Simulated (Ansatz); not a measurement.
Ta2N, thickness series

The parent structure is Ta₂N in the anti-CdI2 type structure (space group P-3m1, No. 164; a = 3.075 Å, c = 4.851 Å).

Free-standing slabs (3 atom(s) a layer) normal to the stacking axis with 15 Å of vacuum; in-plane cell relaxed.

The values are results of PBE-D3(BJ) in Ansatz (plane waves to 420 eV, PAW, scalar-relativistic without spin-orbit coupling), not measurements.

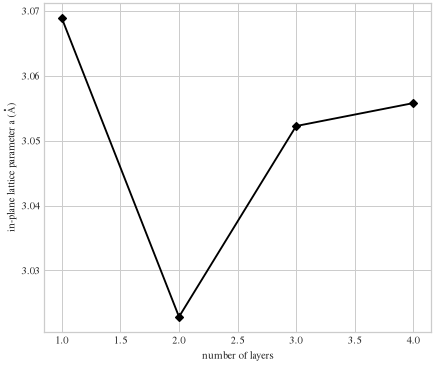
Fig. 1. in-plane lattice parameter a against number of layers

From the plot, what is the in-plane lattice parameter a for 4 layers?

About 3.056 Å.

Is the trend monotonic over the range shown?

No, it turns within the range, spanning 5.712 bohr to 5.799 bohr.

Stability against distortions was not tested. All final runs are without spin polarisation. An odd electron count without spin: Ta2N.

Ansatz is a quantum-chemistry and plane-wave program.
